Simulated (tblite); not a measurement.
Run report: C₂H₆Cl₂Si₂ (charge +1), geometry relaxation (part 2 of 2)

Continued. System: C₂H₆Cl₂Si₂, charge +1, multiplicity 2, SMILES [SiH3][CH+][C](Cl)[SiH2]Cl. Method: GFN2-xTB geometry optimisation, gas phase (tblite 0.8.0). It belongs to a series of runs on one base structure; here: electron removed.

Geometry of the input (Å):
```
Si 1.8790  0.3220  0.6461
C  0.6695  -0.7087  -0.2846
C  -0.3350  -0.1593  -1.1917
Cl -0.9819  -1.5383  -2.1343
Si -1.8443  0.4746  -0.2332
Cl -1.6802  -0.0677  1.7812
H  3.1066  -0.4679  0.7828
H  1.3126  0.4821  2.0106
H  2.1596  1.6045  -0.0057
H  0.7079  -1.8004  -0.1367
H  -3.0673  -0.0753  -0.8558
H  -1.9253  1.9337  -0.4048
```

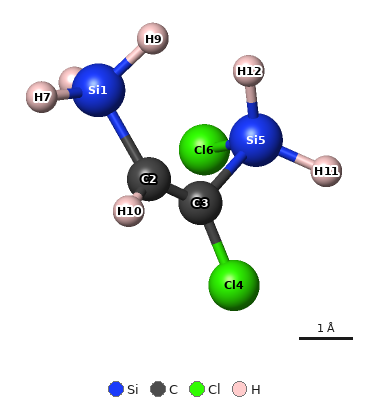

*The geometry at step 108 of the log (ball-and-stick view, seen at a tilt; atoms are numbered from 1 in the order of the input).*

Trajectory as extended XYZ, continued
```
12
Properties=species:S:1:pos:R:3:forces:R:3 step=70 energy=-528.82038
Si    1.7671    0.3643    0.7331   -0.0400   0.0300   0.0060
C     0.7515   -0.8153   -0.4227    0.0510  -0.0180  -0.0280
C    -0.4978   -0.8221   -0.7798   -0.0210  -0.0630  -0.0680
Cl   -1.4003   -1.9018   -1.7329   -0.0140   0.0410   0.0460
Si   -1.8292    0.6014   -0.1714    0.0720   0.0630  -0.0020
Cl   -2.1964    0.0484    1.6884   -0.0130   0.0030   0.0060
H     3.1601   -0.0385    0.6141    0.0570  -0.0360   0.0090
H     1.2027    0.1341    2.0618   -0.0020   0.0270  -0.0080
H     1.5455    1.7078    0.1847   -0.0560  -0.0330  -0.0010
H     1.4176   -1.5912   -0.7852   -0.0100   0.0100   0.0050
H    -2.9721    0.5527   -1.0702    0.0420  -0.0300  -0.0100
H    -0.9476    1.7596   -0.3459   -0.0660   0.0050   0.0430
12
Properties=species:S:1:pos:R:3:forces:R:3 step=74 energy=-528.82485
Si    1.7531    0.3619    0.7353    0.0780  -0.0420  -0.0050
C     0.7521   -0.8193   -0.4308    0.0490  -0.0380  -0.0230
C    -0.4996   -0.8318   -0.7809   -0.0290   0.0260  -0.0390
Cl   -1.4093   -1.9223   -1.7080   -0.0380   0.0160   0.0320
Si   -1.8078    0.6176   -0.1759   -0.0460  -0.0770   0.0310
Cl   -2.1761    0.0537    1.6844   -0.0260   0.0090  -0.0300
H     3.1574   -0.0271    0.6245   -0.0700   0.0120   0.0060
H     1.1908    0.1257    2.0638    0.0000   0.0390  -0.0160
H     1.4980    1.6941    0.1711   -0.0140  -0.0230   0.0200
H     1.4171   -1.5839   -0.8161    0.0420   0.0120   0.0090
H    -2.9419    0.5515   -1.0889    0.0730   0.0080   0.0270
H    -0.9326    1.7790   -0.3047   -0.0190   0.0580  -0.0120
12
Properties=species:S:1:pos:R:3:forces:R:3 step=77 energy=-528.83005
Si    1.7579    0.3523    0.7309   -0.0220  -0.0180   0.0220
C     0.7637   -0.8308   -0.4435    0.0540   0.0350   0.0490
C    -0.4935   -0.8341   -0.7737   -0.0360  -0.0080  -0.0020
Cl   -1.4381   -1.9441   -1.6405   -0.0210  -0.0030   0.0040
Si   -1.7935    0.6222   -0.1773   -0.0390   0.0020   0.0150
Cl   -2.2198    0.0411    1.6654   -0.0060   0.0020  -0.0420
H     3.1607   -0.0168    0.5968    0.0030   0.0040   0.0010
H     1.2115    0.1304    2.0679    0.0060  -0.0040  -0.0170
H     1.4403    1.6777    0.1853    0.0310   0.0190  -0.0150
H     1.4393   -1.5788   -0.8393    0.0060  -0.0160  -0.0350
H    -2.8963    0.5803   -1.1274    0.0390  -0.0070   0.0190
H    -0.9312    1.7999   -0.2706   -0.0140  -0.0080   0.0000
12
Properties=species:S:1:pos:R:3:forces:R:3 step=81 energy=-528.83109
Si    1.7679    0.3532    0.7326    0.0010   0.0000  -0.0140
C     0.7632   -0.8282   -0.4319   -0.0170  -0.0080  -0.0140
C    -0.4967   -0.8345   -0.7584    0.0040   0.0020   0.0120
Cl   -1.4483   -1.9567   -1.6029    0.0050  -0.0030   0.0090
Si   -1.8008    0.6255   -0.1860    0.0060  -0.0100   0.0170
Cl   -2.2666    0.0201    1.6367   -0.0190  -0.0030   0.0100
H     3.1697   -0.0073    0.5630   -0.0040   0.0090   0.0100
H     1.2559    0.1247    2.0804   -0.0110  -0.0030  -0.0050
H     1.4326    1.6775    0.1913    0.0300   0.0060   0.0020
H     1.4351   -1.5741   -0.8405   -0.0010  -0.0030  -0.0140
H    -2.8794    0.6015   -1.1601    0.0010  -0.0110  -0.0160
H    -0.9313    1.7976   -0.2501    0.0050   0.0230   0.0030
12
Properties=species:S:1:pos:R:3:forces:R:3 step=85 energy=-528.83211
Si    1.7712    0.3538    0.7266    0.0090  -0.0090  -0.0060
C     0.7639   -0.8278   -0.4374    0.0400   0.0020   0.0180
C    -0.5007   -0.8375   -0.7445   -0.0060   0.0020  -0.0140
Cl   -1.4615   -1.9719   -1.5601   -0.0040  -0.0140   0.0000
Si   -1.7965    0.6316   -0.1858   -0.0440  -0.0140  -0.0250
Cl   -2.3048    0.0031    1.6175   -0.0110   0.0100   0.0220
H     3.1740    0.0035    0.5518    0.0120  -0.0070  -0.0030
H     1.2720    0.1165    2.0774   -0.0250  -0.0050  -0.0040
H     1.4362    1.6837    0.2011    0.0140   0.0070  -0.0120
H     1.4326   -1.5718   -0.8566   -0.0090   0.0230  -0.0010
H    -2.8548    0.6084   -1.1848    0.0210   0.0050   0.0090
H    -0.9305    1.8078   -0.2313    0.0020   0.0000   0.0160
12
Properties=species:S:1:pos:R:3:forces:R:3 step=89 energy=-528.83283
Si    1.7694    0.3524    0.7260    0.0120   0.0050   0.0020
C     0.7654   -0.8297   -0.4384   -0.0210   0.0200  -0.0200
C    -0.5010   -0.8415   -0.7431    0.0090   0.0080   0.0090
Cl   -1.4593   -1.9787   -1.5582    0.0010   0.0010   0.0120
Si   -1.7963    0.6295   -0.1798    0.0090  -0.0060   0.0150
Cl   -2.3089    0.0098    1.6264   -0.0020   0.0100  -0.0120
H     3.1747    0.0076    0.5578    0.0040  -0.0210   0.0070
H     1.2534    0.1142    2.0713   -0.0070   0.0040  -0.0160
H     1.4487    1.6850    0.1959    0.0020  -0.0110  -0.0060
H     1.4317   -1.5661   -0.8731    0.0190   0.0130   0.0090
H    -2.8441    0.6087   -1.1859   -0.0290  -0.0060  -0.0200
H    -0.9325    1.8083   -0.2250    0.0030  -0.0170   0.0210
12
Properties=species:S:1:pos:R:3:forces:R:3 step=93 energy=-528.83466
Si    1.7848    0.3533    0.7179   -0.0140  -0.0040  -0.0220
C     0.7702   -0.8185   -0.4499   -0.0350   0.0380  -0.0160
C    -0.5038   -0.8410   -0.7252    0.0360  -0.0030   0.0220
Cl   -1.4727   -2.0028   -1.4906    0.0050  -0.0210  -0.0100
Si   -1.8034    0.6280   -0.1797    0.0010  -0.0200   0.0330
Cl   -2.3750    0.0098    1.6094   -0.0090  -0.0070  -0.0170
H     3.1901    0.0048    0.5542   -0.0130  -0.0270   0.0150
H     1.2443    0.1044    2.0505    0.0110   0.0160   0.0170
H     1.4723    1.6864    0.1871    0.0000   0.0080  -0.0090
H     1.4387   -1.5379   -0.9069    0.0150  -0.0150  -0.0100
H    -2.8124    0.6138   -1.2261   -0.0170   0.0100  -0.0010
H    -0.9319    1.7990   -0.1668    0.0180   0.0240  -0.0020
12
Properties=species:S:1:pos:R:3:forces:R:3 step=97 energy=-528.83529
Si    1.7879    0.3548    0.7138   -0.0040   0.0120   0.0110
C     0.7730   -0.8113   -0.4567    0.0240  -0.0300   0.0060
C    -0.5021   -0.8411   -0.7195   -0.0290  -0.0040  -0.0260
Cl   -1.4724   -2.0040   -1.4839    0.0130  -0.0110   0.0030
Si   -1.8060    0.6261   -0.1758    0.0060   0.0200  -0.0180
Cl   -2.3911    0.0067    1.6067   -0.0060  -0.0120   0.0080
H     3.1914   -0.0060    0.5578   -0.0180  -0.0160   0.0090
H     1.2451    0.1095    2.0477    0.0130   0.0180  -0.0070
H     1.4816    1.6909    0.1860    0.0060  -0.0010  -0.0100
H     1.4395   -1.5371   -0.9101   -0.0070   0.0260   0.0000
H    -2.8133    0.6122   -1.2263    0.0100   0.0120   0.0190
H    -0.9323    1.7987   -0.1657   -0.0070  -0.0150   0.0060
12
Properties=species:S:1:pos:R:3:forces:R:3 step=101 energy=-528.83688
Si    1.7951    0.3595    0.7050   -0.0040  -0.0140   0.0040
C     0.7748   -0.7986   -0.4684    0.0220  -0.0190   0.0190
C    -0.5064   -0.8474   -0.7049   -0.0260   0.0090  -0.0120
Cl   -1.4625   -2.0394   -1.4401   -0.0200   0.0130   0.0070
Si   -1.8107    0.6220   -0.1647    0.0140  -0.0140   0.0310
Cl   -2.4638    0.0022    1.5952    0.0130  -0.0240  -0.0210
H     3.1900   -0.0403    0.5702   -0.0030   0.0030  -0.0010
H     1.2434    0.1319    2.0375   -0.0090   0.0320   0.0020
H     1.5140    1.6904    0.1521    0.0140   0.0050  -0.0010
H     1.4443   -1.4998   -0.9537    0.0010   0.0090  -0.0070
H    -2.7794    0.6276   -1.2475   -0.0260  -0.0030  -0.0220
H    -0.9376    1.7913   -0.1067    0.0240   0.0030   0.0020
12
Properties=species:S:1:pos:R:3:forces:R:3 step=104 energy=-528.83744
Si    1.7959    0.3611    0.7017    0.0020   0.0000   0.0070
C     0.7755   -0.8003   -0.4687   -0.0250   0.0280  -0.0040
C    -0.5069   -0.8468   -0.7055    0.0240  -0.0050   0.0200
Cl   -1.4650   -2.0400   -1.4342   -0.0180   0.0030  -0.0030
Si   -1.8105    0.6201   -0.1602   -0.0110   0.0070  -0.0340
Cl   -2.4798   -0.0020    1.5905    0.0110  -0.0350   0.0150
H     3.1876   -0.0527    0.5801    0.0050   0.0060  -0.0100
H     1.2418    0.1449    2.0344   -0.0250   0.0330   0.0100
H     1.5290    1.6939    0.1425    0.0140  -0.0250   0.0020
H     1.4477   -1.4913   -0.9632    0.0000  -0.0150  -0.0090
H    -2.7791    0.6244   -1.2462    0.0100   0.0080   0.0050
H    -0.9350    1.7881   -0.0971    0.0130  -0.0060   0.0030
12
Properties=species:S:1:pos:R:3:forces:R:3 step=108 energy=-528.84101
Si    1.7807    0.3655    0.7020    0.0140   0.0330   0.0390
C     0.7776   -0.7917   -0.4858   -0.0680  -0.0220  -0.0600
C    -0.5043   -0.8472   -0.7288    0.0280  -0.0380   0.0160
Cl   -1.4507   -2.0332   -1.4912    0.0350   0.0760   0.0500
Si   -1.8025    0.6074   -0.1367   -0.0430   0.0300  -0.0320
Cl   -2.4248   -0.0262    1.6307    0.0340  -0.0240  -0.0270
H     3.1496   -0.1389    0.6672   -0.0300   0.0320   0.0200
H     1.1331    0.2585    2.0098    0.0170   0.0090  -0.0530
H     1.6241    1.6911    0.0812    0.0130  -0.0750   0.0010
H     1.4578   -1.4634   -0.9991   -0.0190   0.0150   0.0150
H    -2.8146    0.5978   -1.1871    0.0700   0.0290   0.0400
H    -0.9246    1.7797   -0.0882   -0.0500  -0.0650  -0.0090
12
Properties=species:S:1:pos:R:3:forces:R:3 step=112 energy=-528.84531
Si    1.7816    0.3710    0.6925    0.0160   0.0240  -0.0320
C     0.7797   -0.7660   -0.5193    0.0390  -0.0080   0.0080
C    -0.5090   -0.8498   -0.7151    0.0070   0.0020   0.0270
Cl   -1.4493   -2.0642   -1.4256   -0.0310   0.0110  -0.0140
Si   -1.8046    0.5964   -0.1138   -0.0030  -0.0230   0.0280
Cl   -2.4710   -0.0922    1.6145    0.0030  -0.0350   0.0240
H     3.1154   -0.2177    0.7310   -0.0170   0.0100   0.0560
H     1.0539    0.3771    1.9603    0.0210  -0.0310  -0.0250
H     1.7523    1.6748    0.0181   -0.0120  -0.0150  -0.0360
H     1.4593   -1.4001   -1.0787   -0.0080   0.0130   0.0210
H    -2.7776    0.6107   -1.1928   -0.0090   0.0400  -0.0360
H    -0.9296    1.7594    0.0029   -0.0050   0.0120  -0.0200
12
Properties=species:S:1:pos:R:3:forces:R:3 step=116 energy=-528.84934
Si    1.7784    0.3831    0.6785    0.0070  -0.0190   0.0480
C     0.7830   -0.7567   -0.5335   -0.0650   0.0340   0.0230
C    -0.5075   -0.8587   -0.7070   -0.0110   0.0260  -0.0390
Cl   -1.4541   -2.0554   -1.4406    0.0170   0.0120   0.0210
Si   -1.8026    0.5790   -0.0820   -0.0200   0.0140  -0.0380
Cl   -2.4605   -0.1440    1.6338    0.0000  -0.0220   0.0270
H     3.0721   -0.2716    0.8349   -0.0050   0.0220   0.0130
H     0.9915    0.4620    1.9097    0.0160  -0.0110  -0.0330
H     1.8388    1.6527   -0.0515    0.0020   0.0020  -0.0330
H     1.4623   -1.3549   -1.1246    0.0710  -0.0720  -0.0190
H    -2.7722    0.6190   -1.1676    0.0120   0.0200   0.0160
H    -0.9279    1.7451    0.0240   -0.0220  -0.0060   0.0140
12
Properties=species:S:1:pos:R:3:forces:R:3 step=120 energy=-528.85156
Si    1.7734    0.3868    0.6807    0.0110  -0.0110  -0.0160
C     0.7808   -0.7557   -0.5320    0.0320   0.0030  -0.0050
C    -0.5063   -0.8460   -0.7243   -0.0240   0.0000  -0.0090
Cl   -1.4545   -2.0348   -1.4674    0.0040  -0.0130  -0.0060
Si   -1.8078    0.5751   -0.0794   -0.0010   0.0010   0.0020
Cl   -2.4122   -0.1694    1.6492   -0.0110  -0.0060  -0.0120
H     3.0513   -0.2871    0.8686    0.0270   0.0110   0.0180
H     0.9722    0.4926    1.8975   -0.0130   0.0040   0.0050
H     1.8680    1.6367   -0.0796   -0.0020   0.0030  -0.0110
H     1.4698   -1.3635   -1.1063    0.0030  -0.0260   0.0060
H    -2.7863    0.6144   -1.1549   -0.0240   0.0150   0.0120
H    -0.9471    1.7501    0.0219    0.0000   0.0200   0.0160
12
Properties=species:S:1:pos:R:3:forces:R:3 step=124 energy=-528.85243
Si    1.7766    0.3906    0.6748   -0.0160   0.0060   0.0120
C     0.7836   -0.7528   -0.5375    0.0030  -0.0250   0.0000
C    -0.5035   -0.8384   -0.7340    0.0240  -0.0010   0.0080
Cl   -1.4550   -2.0253   -1.4763    0.0030  -0.0110  -0.0150
Si   -1.8108    0.5739   -0.0756    0.0060   0.0150  -0.0180
Cl   -2.3960   -0.1938    1.6496   -0.0090   0.0000  -0.0050
H     3.0395   -0.3001    0.9018    0.0260   0.0170  -0.0030
H     0.9590    0.5160    1.8815    0.0000   0.0090  -0.0270
H     1.8967    1.6326   -0.0969    0.0010  -0.0240   0.0050
H     1.4732   -1.3751   -1.0975   -0.0240   0.0090   0.0080
H    -2.8028    0.6145   -1.1396   -0.0080   0.0120   0.0170
H    -0.9592    1.7572    0.0236   -0.0060  -0.0050   0.0170
12
Properties=species:S:1:pos:R:3:forces:R:3 step=128 energy=-528.85359
Si    1.7842    0.3892    0.6727   -0.0200  -0.0020  -0.0010
C     0.7848   -0.7564   -0.5330    0.0100   0.0100   0.0110
C    -0.5023   -0.8367   -0.7322   -0.0170   0.0030  -0.0050
Cl   -1.4496   -2.0206   -1.4867   -0.0020   0.0000  -0.0070
Si   -1.8160    0.5712   -0.0728   -0.0070  -0.0090   0.0090
Cl   -2.4113   -0.2181    1.6402   -0.0050  -0.0040   0.0000
H     3.0422   -0.2994    0.9296    0.0140  -0.0050  -0.0060
H     0.9529    0.5530    1.8644   -0.0050   0.0010  -0.0110
H     1.9303    1.6082   -0.1282   -0.0010   0.0090  -0.0050
H     1.4696   -1.3748   -1.1017    0.0040  -0.0080   0.0110
H    -2.8136    0.6291   -1.1307    0.0130  -0.0020   0.0010
H    -0.9700    1.7546    0.0523    0.0160   0.0070   0.0030
12
Properties=species:S:1:pos:R:3:forces:R:3 step=132 energy=-528.85374
Si    1.7845    0.3887    0.6729    0.0090   0.0040  -0.0020
C     0.7829   -0.7568   -0.5297   -0.0070  -0.0090  -0.0080
C    -0.5037   -0.8354   -0.7343    0.0140  -0.0010   0.0040
Cl   -1.4500   -2.0166   -1.4948    0.0030   0.0050  -0.0020
Si   -1.8173    0.5711   -0.0711    0.0100   0.0070   0.0010
Cl   -2.4100   -0.2199    1.6417   -0.0040  -0.0020   0.0010
H     3.0457   -0.2980    0.9272   -0.0130   0.0040  -0.0050
H     0.9526    0.5548    1.8633   -0.0060  -0.0010   0.0000
H     1.9320    1.6078   -0.1278   -0.0040   0.0050  -0.0060
H     1.4694   -1.3785   -1.0937   -0.0090  -0.0020   0.0110
H    -2.8143    0.6258   -1.1293    0.0050   0.0030   0.0000
H    -0.9708    1.7563    0.0495    0.0010  -0.0130   0.0070
12
Properties=species:S:1:pos:R:3:forces:R:3 step=135 energy=-528.85395
Si    1.7867    0.3894    0.6693   -0.0180   0.0300  -0.0030
C     0.7813   -0.7571   -0.5280    0.0080  -0.0080  -0.0020
C    -0.5052   -0.8355   -0.7325    0.0170  -0.0050   0.0010
Cl   -1.4500   -2.0163   -1.4949   -0.0050   0.0060  -0.0020
Si   -1.8169    0.5712   -0.0664    0.0100  -0.0050  -0.0040
Cl   -2.4238   -0.2321    1.6353   -0.0010   0.0020   0.0070
H     3.0450   -0.2972    0.9309    0.0070  -0.0080  -0.0040
H     0.9529    0.5666    1.8566   -0.0060  -0.0030   0.0060
H     1.9348    1.6033   -0.1397    0.0030   0.0040  -0.0030
H     1.4687   -1.3785   -1.0906   -0.0100  -0.0120   0.0010
H    -2.8076    0.6346   -1.1295   -0.0020   0.0060  -0.0080
H    -0.9648    1.7509    0.0635   -0.0010  -0.0070   0.0110
12
Properties=species:S:1:pos:R:3:forces:R:3 step=139 energy=-528.85463
Si    1.7848    0.3987    0.6617   -0.0080  -0.0020  -0.0140
C     0.7835   -0.7661   -0.5208   -0.0110  -0.0030  -0.0070
C    -0.5016   -0.8389   -0.7294    0.0010  -0.0070   0.0070
Cl   -1.4547   -2.0123   -1.4926   -0.0090   0.0000  -0.0040
Si   -1.8100    0.5709   -0.0621   -0.0220  -0.0100   0.0030
Cl   -2.4592   -0.2404    1.6206    0.0120   0.0030  -0.0060
H     3.0510   -0.2774    0.9079    0.0250  -0.0040   0.0130
H     0.9552    0.5622    1.8540    0.0030   0.0080   0.0120
H     1.9137    1.6088   -0.1554    0.0000   0.0160   0.0040
H     1.4683   -1.4012   -1.0702    0.0050  -0.0100  -0.0030
H    -2.7852    0.6579   -1.1382    0.0080   0.0080  -0.0060
H    -0.9445    1.7370    0.0984   -0.0020   0.0000   0.0030
12
Properties=species:S:1:pos:R:3:forces:R:3 step=143 energy=-528.85501
Si    1.7867    0.4015    0.6576    0.0060  -0.0160   0.0010
C     0.7815   -0.7743   -0.5132    0.0030   0.0010   0.0030
C    -0.5020   -0.8427   -0.7268   -0.0060   0.0060  -0.0030
Cl   -1.4634   -2.0071   -1.4945    0.0020   0.0000   0.0010
Si   -1.8122    0.5725   -0.0648    0.0120   0.0170  -0.0100
Cl   -2.4703   -0.2464    1.6093    0.0020   0.0020   0.0050
H     3.0666   -0.2582    0.8848    0.0010   0.0030   0.0070
H     0.9733    0.5491    1.8638    0.0030   0.0050   0.0000
H     1.8932    1.6198   -0.1503   -0.0070   0.0090  -0.0030
H     1.4665   -1.4237   -1.0460   -0.0070   0.0000  -0.0040
H    -2.7752    0.6719   -1.1509    0.0040   0.0010   0.0000
H    -0.9436    1.7372    0.1050   -0.0120  -0.0280   0.0030
12
Properties=species:S:1:pos:R:3:forces:R:3 step=147 energy=-528.85520
Si    1.7891    0.4014    0.6542    0.0000   0.0020   0.0020
C     0.7806   -0.7793   -0.5081    0.0000   0.0040   0.0000
C    -0.5033   -0.8453   -0.7211   -0.0040   0.0020  -0.0030
Cl   -1.4663   -2.0111   -1.4846   -0.0010   0.0010   0.0000
Si   -1.8111    0.5745   -0.0665   -0.0020  -0.0090  -0.0030
Cl   -2.4959   -0.2455    1.5963   -0.0010   0.0000   0.0020
H     3.0794   -0.2424    0.8655    0.0030  -0.0010   0.0020
H     0.9903    0.5400    1.8710    0.0010   0.0010   0.0010
H     1.8677    1.6236   -0.1523    0.0000   0.0010   0.0010
H     1.4626   -1.4321   -1.0402   -0.0010  -0.0040  -0.0020
H    -2.7576    0.6881   -1.1656    0.0030   0.0000   0.0010
H    -0.9343    1.7274    0.1254    0.0030   0.0030  -0.0010
```

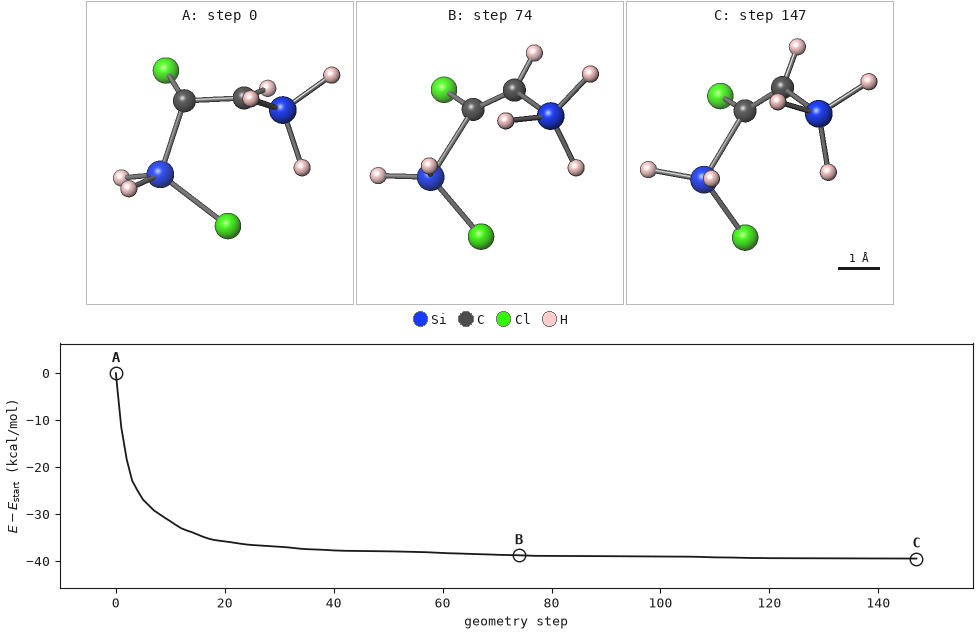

*Frames of the relaxation (ball-and-stick view, seen at a tilt) above the curves, on which the letters mark them (steps are counted from 0).*

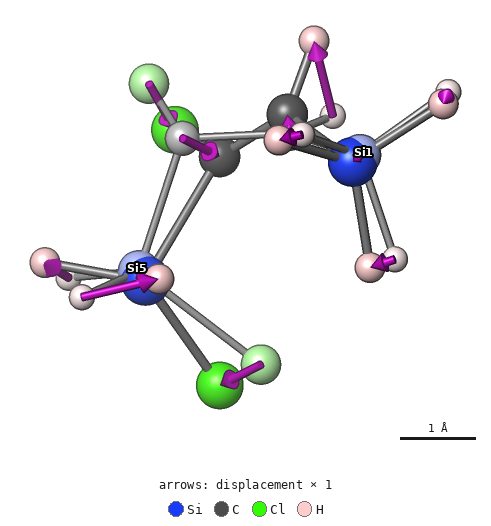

*Start (faint) and end (solid) with the displacements as pink arrows, at true length (ball-and-stick view, seen at a tilt). The two geometries are laid on each other by the best rigid fit.*

Over 147 geometry steps the energy falls by 39.4 kcal/mol. Largest force component: 4.5 eV/Å at the start, 0.009 eV/Å at the end. The atom that moves furthest after the best rigid fit is H10 (1.24 Å). Largest moves by element: H 1.24 Å, Cl 0.95 Å, C 0.86 Å, Si 0.18 Å. Among the contacts that change: C2–C3 1.461 → 1.303 Å, C3–Si5 1.897 → 2.038 Å, Si5–Cl6 2.093 → 1.976 Å, Si1–C2 1.842 → 1.940 Å. Among the angles that change: C2–C3–Cl4 106.6° → 132.0°, C2–C3–Si5 111.0° → 123.0°, C2–Si1–H9 113.0° → 101.9°. (Atoms are counted from 1 in the order of the input.)
